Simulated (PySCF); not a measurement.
## Electronic structure of C$_{3}$H$_{9}$BO$_{2}$Si in real space

```yaml
atoms:
  - { symbol: C, position_ang: [3.2856, -0.6210, -0.2379] }
  - { symbol: C, position_ang: [2.6325, 0.4501, 0.1835] }
  - { symbol: B, position_ang: [1.4528, 0.4978, 1.2240] }
  - { symbol: O, position_ang: [0.1914, 0.4261, 0.8433] }
  - { symbol: Si, position_ang: [-0.8520, 0.3205, -0.3772] }
  - { symbol: O, position_ang: [-2.1909, -0.1547, 0.3898] }
  - { symbol: C, position_ang: [-3.4516, -0.3962, -0.1478] }
  - { symbol: H, position_ang: [3.0495, -1.6059, 0.1323] }
  - { symbol: H, position_ang: [4.0841, -0.5737, -0.9631] }
  - { symbol: H, position_ang: [2.9235, 1.4117, -0.2319] }
  - { symbol: H, position_ang: [1.6711, 0.6347, 2.3766] }
  - { symbol: H, position_ang: [-0.9930, 1.6578, -0.9568] }
  - { symbol: H, position_ang: [-0.4269, -0.6603, -1.3780] }
  - { symbol: H, position_ang: [-4.1260, -0.6557, 0.6688] }
  - { symbol: H, position_ang: [-3.4182, -1.2211, -0.8637] }
  - { symbol: H, position_ang: [-3.8321, 0.4898, -0.6618] }
```

Geometry: GFN2-xTB.

Level of theory: PySCF, PBE0/pcSseg-1, SCF density, gas phase, non-relativistic.

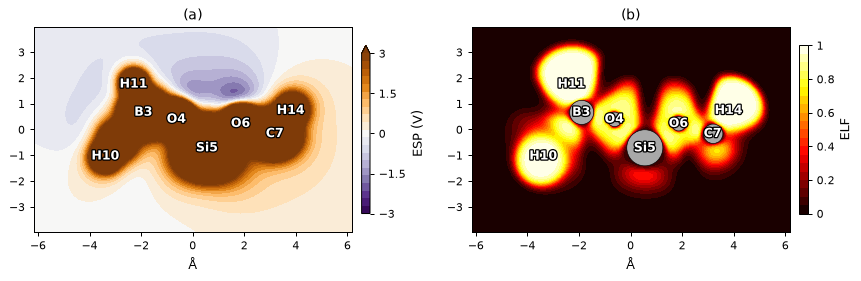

Figure 1. (a) electrostatic potential; (b) electron localisation function on the plane of atoms Si5, O6 and C7. Grey discs cover the atomic cores in the ELF map.

Question: What do the fields say about this system?

Answer: The section cuts through B, O, Si, C and H sites. B–O (1.32 Å): the ELF peaks at about 0.90 between the atoms: a polar covalent bond. C–O (1.39 Å): the ELF peaks at about 0.90 between the atoms: a polar covalent bond. Si–O (1.61 Å): the ELF peaks at about 0.85 between the atoms (a short, strongly polar bond). C–H (1.09 Å): the ELF climbs to about 1 towards the hydrogen, as it does in any bond to H: a covalent bond by its length. B–H (1.18 Å): the ELF climbs to about 1 towards the hydrogen (an ordinary covalent bond to hydrogen). The ELF also peaks beside O6 and O4, away from the bonds: lone-pair regions. Outside the dense part of the molecule the potential is most negative (−1.9 V) near O6.

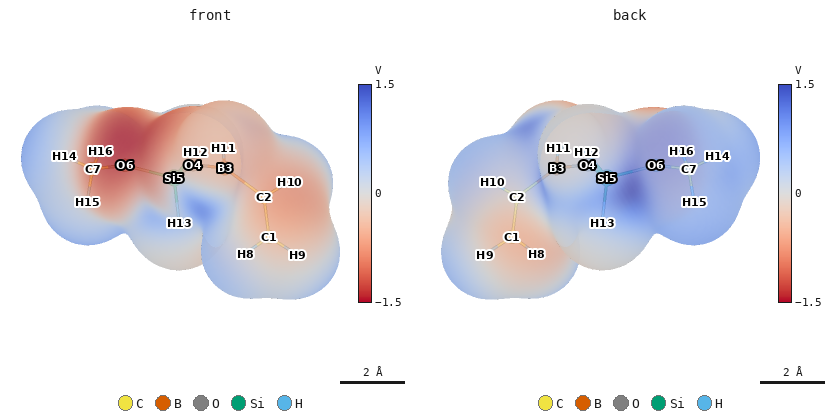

Figure 2. The molecular electrostatic potential painted on the density surface at 0.001 e/bohr³, seen from the front and from behind; red is negative and blue positive.

Question: Where is the surface potential most negative and most positive?

Answer: The most negative region (about −1.4 V, or −32 kcal/mol for a unit charge) lies over O6, the most positive (about +1.2 V, or +28 kcal/mol for a unit charge) over Si5. O6 is the likeliest acceptor of a hydrogen bond.

Question: How polar is the molecule by this calculation?

Answer: Its dipole moment is 2.29 D.
